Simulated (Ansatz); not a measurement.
# A hypothetical structure for LiZnF3

This structure for LiZnF3 is made up. Its elements were placed in a known structure type with a cell scaled to their sizes. What cell does the guess relax to, and how far off was it?

Program: Ansatz 0.2.0. Level of theory: DFT, r2SCAN, plane-wave PAW, files of the set soft_1, scalar-relativistic, no spin, cell and ions relaxed at zero pressure; PAW set soft_1, in the first sound run; inputs show where later runs differ. Results are calculated unless marked as measured.

## (1) The starting structure

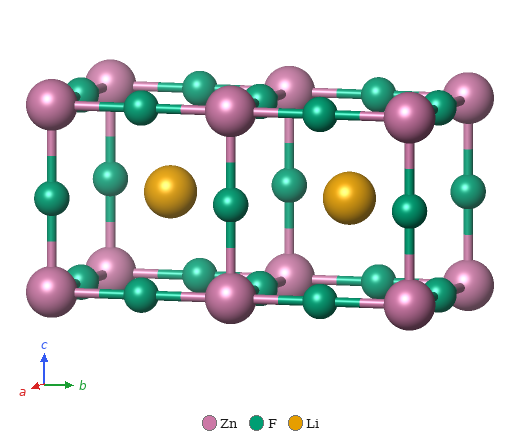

The cell as given, slightly off an axis (zinc pink, fluorine teal, lithium orange). 1×2×1 cells are drawn. Some periodic images of atoms are drawn too.

## (2) Relaxation of the guess

The guessed cell has no reason to be at equilibrium. It is relaxed with the atoms, within the space group of the guess.

The input, input.yaml:

```yaml
crystal:
  lattice:
    - [3.914, 0.0, 0.0]
    - [0.0, 3.914, 0.0]
    - [0.0, 0.0, 3.914]
  atoms:
    - { symbol: Zn, position: [0.0, 0.0, 0.0] }
    - { symbol: F, position: [0.5, 0.0, 0.0] }
    - { symbol: F, position: [0.0, 0.0, 0.5] }
    - { symbol: F, position: [0.0, 0.5, 0.0] }
    - { symbol: Li, position: [0.5, 0.5, 0.5] }
kpoints:
  mp_grid: { grid: [7, 7, 7] }
scf:
  occupations: { method: fermi_dirac, width: 0.05 }
hamiltonian:
  xc: r2scan
  pseudopotentials: { kind: paw, azcp: { folder: soft_1 } }
relax:
  f_tol: 0.015
  max_steps: 70
  cell: {}
output:
  forces: true
  stress: true
```

Run with:

```
ansatz run input.yaml --threads 4 --pin off --max-ram 8192MiB --backend cpu --events-out ev --progress --plain --runs-dir out
```

Numbers of over 12 decimals in the logs are rounded to 6 here.

The log of the run:

```text
Engine: ansatz 0.2.0, x86_64-unknown-linux-gnu
Pseudopotentials: kind: paw
Pseudopotential: Zn, paw, valence charge 12, recommended cutoff 500 eV (meta_gga), soft_1/Zn.paw.azcp
Pseudopotential: F, paw, valence charge 7, recommended cutoff 500 eV (meta_gga), soft_1/F.paw.azcp
Pseudopotential: Li, paw, valence charge 3, recommended cutoff 500 eV (meta_gga), soft_1/Li.paw.azcp
Functional definition: r2SCAN
  parameter k0 = 0.174
  parameter k1 = 0.065
  parameter a1 = 4.9479
  exchange = r2scan_x(k0 = k0, k1 = k1, a1 = a1)
  correlation = r2scan_c
Crystal: 5 atoms, lattice volume = 59.960 Å³
Basis set: ecut = 500 eV, 1503 PW (Γ), exchange–correlation on 120×120×120 points (64 copies of the dense FFT grid, shifted against one another)
Bands: 23, of which v1, the nominal top of the filled ones, is band 18 counted from 1 (17 counted from 0)
Symmetry: 48 space group operations
Space group: Pm-3m (ITA 221), of the structure as read, at distance tolerance 3.9e-5 Å
k-points: 20 of 343
Non-local potential: Zn, projectors of the file, l = 0: 2, l = 1: 2, l = 2: 3, l = 3: 1
Non-local potential: F, projectors of the file, l = 0: 2, l = 1: 2, l = 2: 1
Non-local potential: Li, projectors of the file, l = 0: 3, l = 1: 2, l = 2: 1
PAW form: soft (Blöchl's): semilocal exchange-correlation on the pseudo side does not see the compensation charge
PAW frozen core: Zn, regenerated for the run's functional (the file was generated under x = pbe(κ = 0.804, μ = 0.219515), c = pbe(β = 0.066725))
PAW frozen core: F, regenerated for the run's functional (the file was generated under x = pbe(κ = 0.804, μ = 0.219515), c = pbe(β = 0.066725))
PAW one-centre angular grid: Zn, 590 points (default); XC on 160 Gauss nodes
PAW one-centre angular grid: F, 302 points (default); XC on 160 Gauss nodes
PAW one-centre angular grid: Li, 302 points (default); XC on 295 of its mesh's 2161 points in the sphere
Initial density: superposition of atomic densities (chi_scale 0.1, normalization cell, long waves kept (reshape's long-wave potential 0.02 eV rms))
Initial wavefunctions: pseudopotential atomic-orbital guess
Functional: x = r2scan, c = r2scan; τ floored in thin density (d = 2e-4 eV/Å³)
SCF iter   1: F=—  HF=-5968.547212 eV  |F-HF|=—  |Δ(HF+E_count)|=         —  Δρ=1.82e-1  dr2=1.14e1  dr2_τ=2.42e-2  ethr=3.10e-3  ⟨swp⟩=6.0  Hψ=2308  notcnv=0
preconditioner: auto → Resta (q_TF=auto, 2.506 Å⁻¹)  ε∞=3.3  [insulator: Δε(μ)=4.434 eV  Ē_g=18.539 eV  σ=0.050 eV  W_gap=1.00  n_scr=18 (ndim 8)  ℏωp=28.0 eV  f_vac=0.007  D(μ)=0.00/eV (n_scr^D=0)  ε∞_Penn≈3.3]
SCF iter   2: F=—  HF=-5964.507219 eV  |F-HF|=—  |Δ(HF+E_count)|=    4.04e0  Δρ=4.28e-2  dr2=9.51e-1  dr2_τ=5.07e-2  ethr=3.10e-3  ⟨swp⟩=3.2  Hψ=1315  notcnv=0  defer=20
SCF iter   3: F=—  HF=-5964.136875 eV  |F-HF|=—  |Δ(HF+E_count)|=   3.70e-1  Δρ=2.06e-2  dr2=2.68e-1  dr2_τ=3.68e-3  ethr=2.64e-3  ⟨swp⟩=2.0  Hψ=940  notcnv=0
automatic band count: iteration 3 solves 22 bands in place of 23: the levels show a gap, and the empty bands left out lie too high to hold charge; the band table lists the bands solved (type scf.n_extra_bands for more)
SCF iter   4: F=—  HF=-5964.140729 eV  |F-HF|=—  |Δ(HF+E_count)|=   3.85e-3  Δρ=1.05e-2  dr2=2.61e-2  dr2_τ=6.23e-4  ethr=7.45e-4  ⟨swp⟩=3.1  Hψ=853  notcnv=0
SCF iter   5: F=—  HF=-5964.177142 eV  |F-HF|=—  |Δ(HF+E_count)|=   3.64e-2  Δρ=5.95e-3  dr2=1.37e-2  dr2_τ=6.62e-4  ethr=7.25e-5  ⟨swp⟩=2.7  Hψ=972  notcnv=0
SCF iter   6: F=—  HF=-5964.172460 eV  |F-HF|=—  |Δ(HF+E_count)|=   4.68e-3  Δρ=2.37e-3  dr2=1.74e-3  dr2_τ=2.33e-5  ethr=3.81e-5  ⟨swp⟩=2.0  Hψ=800  notcnv=0
SCF iter   7: F=—  HF=-5964.172223 eV  |F-HF|=—  |Δ(HF+E_count)|=   2.37e-4  Δρ=5.10e-4  dr2=9.84e-5  dr2_τ=1.96e-6  ethr=4.83e-6  ⟨swp⟩=2.0  Hψ=715  notcnv=0
SCF iter   8: F=—  HF=-5964.172207 eV  |F-HF|=—  |Δ(HF+E_count)|=   1.57e-5  Δρ=1.34e-4  dr2=6.34e-6  dr2_τ=1.30e-7  ethr=2.73e-7  ⟨swp⟩=2.0  Hψ=674  notcnv=0
SCF iter   9: F=-5964.172207 eV  HF=-5964.172207 eV  |F-HF|=3.01e-8  |Δ(HF+E_count)|=   9.11e-7  Δρ=1.28e-5  dr2=7.75e-8  dr2_τ=1.57e-9  ethr=2.78e-10  ⟨swp⟩=3.2  Hψ=1961  notcnv=0
SCF 1 converged in 9 iterations: F = -5964.172207 eV  dr2 = 7.75e-8
  greatest PAW one-centre occupation: 0.999 electrons in one spin orbital (limit 2), on the Li atom at site 4 (counted from 0), in its partial waves of l = 0
relax step   1: F+E_penalty+E_count = -5964.17220662 eV  Δ(F+E_penalty+E_count) = +0.000e0 eV  max|allowed force component| = 3.092e-29 eV/Å  Δτ_max = 0.0000 Å  P = +3.529 GPa  Ω = 59.960 Å³  (9 SCF iters, dr2 threshold 1.00e-7 eV, accepted)
Crystal: 5 atoms, lattice volume = 61.083 Å³
Basis set: ecut = 500 eV, 1551 PW (Γ), exchange–correlation on 120×120×120 points (64 copies of the dense FFT grid, shifted against one another)
Initial density: handed on by an earlier stage of this run
Initial wavefunctions: those handed on with the density
iter 1 solved again at ethr=1.42e-5 eV; its pass at ethr=3.10e-3 eV (dr2=5.12e-3 eV) is discarded
SCF iter   1: F=—  HF=-5964.181388 eV  |F-HF|=—  |Δ(HF+E_count)|=         —  Δρ=3.24e-3  dr2=5.31e-3  dr2_τ=6.44e-3  ethr=1.42e-5  ⟨swp⟩=1.9  Hψ=2192  notcnv=0
automatic band count: iteration 1 solves 21 bands in place of 23: the levels show a gap, and the empty bands left out lie too high to hold charge; the band table lists the bands solved (type scf.n_extra_bands for more)
preconditioner: auto → Resta (q_TF=auto, 2.498 Å⁻¹)  ε∞=4.3  [insulator: Δε(μ)=3.869 eV  Ē_g=15.292 eV  σ=0.050 eV  W_gap=1.00  n_scr=18 (ndim 8)  ℏωp=27.7 eV  f_vac=0.220  D(μ)=0.00/eV (n_scr^D=0)  ε∞_Penn≈4.3]
SCF iter   2: F=—  HF=-5964.189599 eV  |F-HF|=—  |Δ(HF+E_count)|=   8.21e-3  Δρ=1.04e-3  dr2=5.20e-4  dr2_τ=3.46e-5  ethr=1.42e-5  ⟨swp⟩=2.0  Hψ=804  notcnv=0
SCF iter   3: F=—  HF=-5964.189383 eV  |F-HF|=—  |Δ(HF+E_count)|=   2.15e-4  Δρ=5.25e-4  dr2=2.35e-4  dr2_τ=3.47e-6  ethr=1.45e-6  ⟨swp⟩=2.0  Hψ=693  notcnv=0
SCF iter   4: F=—  HF=-5964.189332 eV  |F-HF|=—  |Δ(HF+E_count)|=   5.17e-5  Δρ=2.51e-4  dr2=2.05e-5  dr2_τ=4.07e-7  ethr=6.53e-7  ⟨swp⟩=2.0  Hψ=691  notcnv=0
SCF iter   5: F=—  HF=-5964.189344 eV  |F-HF|=—  |Δ(HF+E_count)|=   1.28e-5  Δρ=1.49e-4  dr2=8.48e-6  dr2_τ=6.28e-7  ethr=5.71e-8  ⟨swp⟩=2.0  Hψ=739  notcnv=0
SCF iter   6: F=—  HF=-5964.189343 eV  |F-HF|=—  |Δ(HF+E_count)|=   1.88e-6  Δρ=3.90e-5  dr2=8.28e-7  dr2_τ=4.48e-8  ethr=2.36e-8  ⟨swp⟩=2.2  Hψ=704  notcnv=0
SCF iter   7: F=-5964.189343 eV  HF=-5964.189343 eV  |F-HF|=9.32e-9  |Δ(HF+E_count)|=   9.51e-8  Δρ=1.02e-5  dr2=6.14e-8  dr2_τ=2.88e-9  ethr=1.39e-9  ⟨swp⟩=4.6  Hψ=1562  notcnv=0
SCF 2 converged in 7 iterations: F = -5964.189343 eV  dr2 = 6.14e-8
relax step   2: F+E_penalty+E_count = -5964.18934268 eV  Δ(F+E_penalty+E_count) = -1.714e-2 eV  max|allowed force component| = 5.781e-30 eV/Å  Δτ_max = 0.0000 Å  P = +1.738 GPa  Ω = 61.083 Å³  energy of the carried Pulay correction = -1.217e-3 eV  (7 SCF iters, dr2 threshold 5.00e-7 eV, accepted)
Crystal: 5 atoms, lattice volume = 62.213 Å³
Basis set: ecut = 500 eV, 1575 PW (Γ), exchange–correlation on 120×120×120 points (64 copies of the dense FFT grid, shifted against one another)
iter 1 solved again at ethr=1.39e-5 eV; its pass at ethr=3.10e-3 eV (dr2=5.01e-3 eV) is discarded
SCF iter   1: F=—  HF=-5964.186784 eV  |F-HF|=—  |Δ(HF+E_count)|=         —  Δρ=3.16e-3  dr2=5.19e-3  dr2_τ=6.21e-3  ethr=1.39e-5  ⟨swp⟩=1.8  Hψ=2217  notcnv=0
automatic band count: iteration 1 solves 21 bands in place of 23: the levels show a gap, and the empty bands left out lie too high to hold charge; the band table lists the bands solved (type scf.n_extra_bands for more)
preconditioner: auto → Resta (q_TF=auto, 2.491 Å⁻¹)  ε∞=4.3  [insulator: Δε(μ)=3.882 eV  Ē_g=15.177 eV  σ=0.050 eV  W_gap=1.00  n_scr=18 (ndim 8)  ℏωp=27.5 eV  f_vac=0.224  D(μ)=0.00/eV (n_scr^D=0)  ε∞_Penn≈4.3]
SCF iter   2: F=—  HF=-5964.194816 eV  |F-HF|=—  |Δ(HF+E_count)|=   8.03e-3  Δρ=1.02e-3  dr2=5.08e-4  dr2_τ=3.39e-5  ethr=1.39e-5  ⟨swp⟩=2.0  Hψ=804  notcnv=0
SCF iter   3: F=—  HF=-5964.194603 eV  |F-HF|=—  |Δ(HF+E_count)|=   2.13e-4  Δρ=5.12e-4  dr2=2.30e-4  dr2_τ=3.35e-6  ethr=1.41e-6  ⟨swp⟩=2.0  Hψ=693  notcnv=0
SCF iter   4: F=—  HF=-5964.194554 eV  |F-HF|=—  |Δ(HF+E_count)|=   4.90e-5  Δρ=2.46e-4  dr2=2.01e-5  dr2_τ=4.03e-7  ethr=6.38e-7  ⟨swp⟩=2.0  Hψ=705  notcnv=0
SCF iter   5: F=—  HF=-5964.194566 eV  |F-HF|=—  |Δ(HF+E_count)|=   1.25e-5  Δρ=1.60e-4  dr2=9.78e-6  dr2_τ=7.38e-7  ethr=5.58e-8  ⟨swp⟩=2.0  Hψ=748  notcnv=0
SCF iter   6: F=—  HF=-5964.194564 eV  |F-HF|=—  |Δ(HF+E_count)|=   2.32e-6  Δρ=4.74e-5  dr2=1.14e-6  dr2_τ=6.58e-8  ethr=2.72e-8  ⟨swp⟩=2.4  Hψ=753  notcnv=0
SCF iter   7: F=-5964.194564 eV  HF=-5964.194564 eV  |F-HF|=2.91e-8  |Δ(HF+E_count)|=   5.31e-8  Δρ=1.36e-5  dr2=9.48e-8  dr2_τ=5.62e-9  ethr=1.39e-9  ⟨swp⟩=4.9  Hψ=1669  notcnv=0
SCF 3 converged in 7 iterations: F = -5964.194564 eV  dr2 = 9.48e-8
relax step   3: F+E_penalty+E_count = -5964.19456376 eV  Δ(F+E_penalty+E_count) = -5.221e-3 eV  max|allowed force component| = 5.248e-30 eV/Å  Δτ_max = 0.0000 Å  P = +0.105 GPa  Ω = 62.213 Å³  energy of the carried Pulay correction = -2.405e-3 eV  (7 SCF iters, dr2 threshold 5.00e-7 eV, accepted)
Crystal: 5 atoms, lattice volume = 62.289 Å³
iter 1 solved again at ethr=6.36e-8 eV; its pass at ethr=3.10e-3 eV (dr2=2.29e-5 eV) is discarded
SCF iter   1: F=—  HF=-5964.194481 eV  |F-HF|=—  |Δ(HF+E_count)|=         —  Δρ=2.14e-4  dr2=2.43e-5  dr2_τ=2.67e-5  ethr=6.36e-8  ⟨swp⟩=2.0  Hψ=2142  notcnv=0
automatic band count: iteration 1 solves 21 bands in place of 23: the levels show a gap, and the empty bands left out lie too high to hold charge; the band table lists the bands solved (type scf.n_extra_bands for more)
preconditioner: auto → Resta (q_TF=auto, 2.490 Å⁻¹)  ε∞=4.2  [insulator: Δε(μ)=3.985 eV  Ē_g=15.249 eV  σ=0.050 eV  W_gap=1.00  n_scr=18 (ndim 8)  ℏωp=27.4 eV  f_vac=0.221  D(μ)=0.00/eV (n_scr^D=0)  ε∞_Penn≈4.2]
SCF iter   2: F=—  HF=-5964.194512 eV  |F-HF|=—  |Δ(HF+E_count)|=   3.10e-5  Δρ=6.56e-5  dr2=2.42e-6  dr2_τ=1.44e-7  ethr=6.36e-8  ⟨swp⟩=2.0  Hψ=753  notcnv=0
SCF iter   3: F=—  HF=-5964.194511 eV  |F-HF|=—  |Δ(HF+E_count)|=   1.05e-6  Δρ=3.48e-5  dr2=1.15e-6  dr2_τ=1.39e-8  ethr=6.72e-9  ⟨swp⟩=2.0  Hψ=677  notcnv=0
SCF iter   4: F=—  HF=-5964.194510 eV  |F-HF|=—  |Δ(HF+E_count)|=   2.70e-7  Δρ=1.69e-5  dr2=1.03e-7  dr2_τ=1.91e-9  ethr=3.21e-9  ⟨swp⟩=2.0  Hψ=694  notcnv=0
SCF iter   5: F=—  HF=-5964.194510 eV  |F-HF|=—  |Δ(HF+E_count)|=   5.32e-8  Δρ=1.12e-5  dr2=4.87e-8  dr2_τ=3.77e-9  ethr=7.71e-11  ⟨swp⟩=5.0  Hψ=1812  notcnv=0
SCF iter   6: F=-5964.194510 eV  HF=-5964.194510 eV  |F-HF|=1.56e-9  |Δ(HF+E_count)|=   1.29e-8  Δρ=2.72e-6  dr2=4.23e-9  dr2_τ=2.48e-10  ethr=7.71e-11  ⟨swp⟩=4.2  Hψ=1493  notcnv=0
SCF 4 converged in 6 iterations: F = -5964.194510 eV  dr2 = 4.23e-9
relax step   4: F+E_penalty+E_count = -5964.19451041 eV  Δ(F+E_penalty+E_count) = +5.335e-5 eV  max|allowed force component| = 1.834e-30 eV/Å  Δτ_max = 0.0000 Å  P = +0.001 GPa  Ω = 62.289 Å³  energy of the carried Pulay correction = -2.484e-3 eV  (6 SCF iters, dr2 threshold 2.78e-8 eV, accepted)
Initial wavefunctions: pseudopotential atomic-orbital guess (no wavefunctions were taken with the density)
iter 1 solved again at ethr=1.19e-8 eV; its pass at ethr=3.10e-3 eV (dr2=4.29e-6 eV) is discarded
SCF iter   1: F=—  HF=-5964.196906 eV  |F-HF|=—  |Δ(HF+E_count)|=         —  Δρ=2.00e-4  dr2=3.16e-6  dr2_τ=5.79e-6  ethr=1.19e-8  ⟨swp⟩=3.5  Hψ=3687  notcnv=0
preconditioner: auto → Resta (q_TF=auto, 2.490 Å⁻¹)  ε∞=3.8  [insulator: Δε(μ)=3.993 eV  Ē_g=16.255 eV  σ=0.050 eV  W_gap=1.00  n_scr=18 (ndim 8)  ℏωp=27.4 eV  f_vac=0.221  D(μ)=0.00/eV (n_scr^D=0)  ε∞_Penn≈3.8]
SCF iter   2: F=—  HF=-5964.196931 eV  |F-HF|=—  |Δ(HF+E_count)|=   2.48e-5  Δρ=1.17e-4  dr2=1.79e-6  dr2_τ=1.28e-6  ethr=8.79e-9  ⟨swp⟩=2.0  Hψ=820  notcnv=0
SCF iter   3: F=—  HF=-5964.196930 eV  |F-HF|=—  |Δ(HF+E_count)|=   5.71e-7  Δρ=2.36e-5  dr2=9.51e-8  dr2_τ=3.08e-8  ethr=4.97e-9  ⟨swp⟩=2.0  Hψ=739  notcnv=0
SCF iter   4: F=—  HF=-5964.196930 eV  |F-HF|=—  |Δ(HF+E_count)|=   2.06e-7  Δρ=2.82e-6  dr2=3.27e-9  dr2_τ=6.22e-10  ethr=2.64e-10  ⟨swp⟩=2.0  Hψ=729  notcnv=0
SCF iter   5: F=—  HF=-5964.196930 eV  |F-HF|=—  |Δ(HF+E_count)|=   6.61e-9  Δρ=2.09e-6  dr2=7.63e-10  dr2_τ=1.25e-10  ethr=9.08e-12  ⟨swp⟩=2.0  Hψ=734  notcnv=0
SCF iter   6: F=—  HF=-5964.196930 eV  |F-HF|=—  |Δ(HF+E_count)|=   2.53e-9  Δρ=8.45e-7  dr2=7.97e-11  dr2_τ=6.50e-11  ethr=2.12e-12  ⟨swp⟩=2.0  Hψ=800  notcnv=0
SCF iter   7: F=-5964.196930 eV  HF=-5964.196930 eV  |F-HF|=3.64e-12  |Δ(HF+E_count)|=  3.82e-11  Δρ=9.68e-8  dr2=2.87e-12  dr2_τ=5.68e-13  ethr=1.00e-12  ⟨swp⟩=4.0  Hψ=1546  notcnv=0
SCF 5 converged in 7 iterations: F = -5964.196930 eV  dr2 = 2.87e-12
relax step   5: F+E_penalty+E_count = -5964.19693015 eV  Δ(F+E_penalty+E_count) = -2.420e-3 eV  max|allowed force component| = 3.361e-30 eV/Å  Δτ_max = 0.0000 Å  P = -0.015 GPa  Ω = 62.289 Å³  stress off target by 1.53e-2 GPa  SCF on the basis re-selected at this cell (its energy is not comparable with the rows above)  (7 SCF iters)
basis re-selected at this cell: Δ(F+E_penalty+E_count) = -2.420e-3 eV, ΔP = -0.017 GPa vs the last step (what re-selecting the basis moved, of the pressure what is left beyond the Pulay correction that the steps carried, after the strain that the cell walked since its last selection, with what the two solves' SCF thresholds leave and, on support functions, any second-order correction that the steps lacked; it is no m [...]
SCF converged after 7 iterations
Free energy (F): -5964.196930 eV
Harris-Foulkes:  -5964.196930 eV  (|F-HF|=3.64e-12)
Internal energy: -5964.196930 eV  (E = F + TS)
E sigma→0 (E₀):  -5964.196930 eV
Fermi energy:    4.300956 eV
--- Per-component energies (eV) ---
  E_band       = -243.040726
  E_kinetic    = 757.769616
  E_local      = -4468.225125  (includes V_loc(G=0)·N_el)
  E_nonlocal   = 1077.801480
  E_hartree    = 1727.963976
  E_xc         = -306.660147
  E_vxc        = -398.788564  (∫ρ·V_xc dr)
  E_paw        = -2569.512022  (= ΣΔE_a)
  E_vpaw       = -695.716697  (= ΣTr[D̂ρ^β])
  E_aug_tail   = 0.001047  (compensation charges beyond the density's cutoff)
  E_vtau       = 28.189686  (kinetic-family band-sum trace: ∫τ·v_τ [+ j·A + Jᵃ·Aᵃ] dr)
  E_ewald      = -2183.058962
  E_core_change = -0.276792  (= ΣΔE_core)
  E_smearing   = -0.000000  (= −TS)
  E_closure    = 0.000000  (closes the sum)
  Σ components = -5964.196930   (vs F -5964.196930, Δ=0.00e0)
--- Forces (eV/Å), atoms counted from 1 ---
  atom   1  Zn     0.00000000    -0.00000000    -0.00000000
  atom   2  F      0.00000000    -0.00000000     0.00000000
  atom   3  F     -0.00000000    -0.00000000    -0.00000000
  atom   4  F      0.00000000    -0.00000000     0.00000000
  atom   5  Li    -0.00000000     0.00000000     0.00000000
  max |Σ_I F_I| component: 4.23e-30 eV/Å
--- Stress (GPa, compression-positive) ---
       -0.015311      -0.000000      -0.000000
       -0.000000      -0.015311       0.000000
       -0.000000       0.000000      -0.015311
  P = ⅓ Tr σ = -0.0153 GPa (-0.153 kbar)
--- Relaxed structure (4 steps of the walk, 4 accepted, 1 SCFs on fresh bases) ---
  F+E_penalty+E_count = -5964.19693015 eV   max|allowed force component| = 3.361e-30 eV/Å   (the final SCF, on the basis selected at the relaxed cell)
  cell:  # Å, volume = 62.2895 Å³
    - [3.964042, 0, 0]
    - [0, 3.964042, 0]
    - [0, 0.0, 3.964042]
  atoms:
    - { symbol: Zn, position: [0, 0, 0] }
    - { symbol: F, position: [0.5, 0, 0] }
    - { symbol: F, position: [0, 0, 0.5] }
    - { symbol: F, position: [0, 0.5, 0] }
    - { symbol: Li, position: [0.5, 0.5, 0.5] }
```

Wall time 11 s (4 threads of AMD EPYC 7R13 (Zen 3), shared host); peak memory 0.63 GiB.

Relaxation path:

| step | energy less that of the first step (eV) | largest force component (eV/Å) | pressure (GPa) | volume (Å³) |
| --- | --- | --- | --- | --- |
| 1 | 0.0000 | 0.0000 | 3.53 | 59.96 |
| 2 | -0.0171 | 0.0000 | 1.74 | 61.08 |
| 3 | -0.0224 | 0.0000 | 0.11 | 62.21 |
| 4 | -0.0223 | 0.0000 | 0.00 | 62.29 |
| 5* | -0.0247 | 0.0000 | -0.02 | 62.29 |

Relaxation steps marked * repeat the geometry before them on a plane-wave basis chosen anew for their cell, so energy and pressure can jump there.

Forces are held to the 48 operations that the run works with; a distortion that breaks them can't arise in this run.

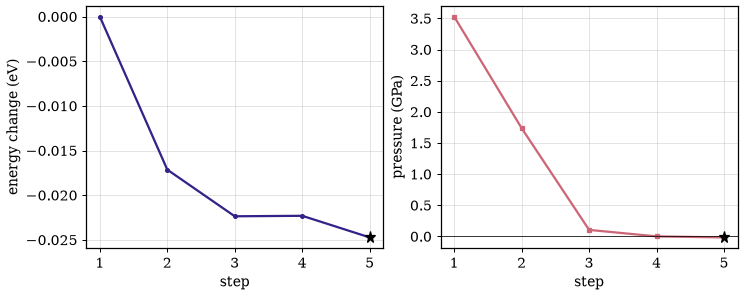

Energy and pressure along the relaxation. Stars mark steps on a basis chosen anew.

| conventional cell, symmetrised | before | after | change |
| --- | --- | --- | --- |
| a (Å) | 3.914 | 3.964 | +1.3 % |
| b (Å) | 3.914 | 3.964 | +1.3 % |
| c (Å) | 3.914 | 3.964 | +1.3 % |
| volume (Å³/atom) | 11.99 | 12.46 | +3.9 % |

The relaxed structure:

```xyz
5
Lattice="3.9640 0.0000 0.0000 0.0000 3.9640 0.0000 0.0000 0.0000 3.9640" Properties=species:S:1:pos:R:3 pbc="T T T"
Zn    0.0000    0.0000    0.0000
F     1.9820    0.0000    0.0000
F     0.0000    0.0000    1.9820
F     0.0000    1.9820    0.0000
Li    1.9820    1.9820    1.9820
```

This step gave:

* free energy: -5964.1969 eV
* Fermi energy: 4.301 eV
* gap by band count: 3.992 eV
* electrons: 36
* symmetry operations: 48
* pressure: -0.01531 GPa

The shortest distance of each pair, which need not be the same contact before and after:

| pair | guess (Å) | relaxed (Å) |
| --- | --- | --- |
| F–Zn | 1.957 | 1.982 |
| F–F | 2.768 | 2.803 |
| F–Li | 2.768 | 2.803 |
| Li–Zn | 3.390 | 3.433 |
| Zn–Zn | 3.914 | 3.964 |

The relaxation ends with a pressure of -0.02 GPa.

(Part 1 of 2 ends here.)

[Logs are printed without paths, hosts, clocks, repeated set-up lines and the standing remarks that a program may print on its own settings, such as how far it seeks lower states.]

[Hosts, paths, dates, database ids (printed as entryN), source tags and the programs' standing remarks are cut or masked in the printed files.]
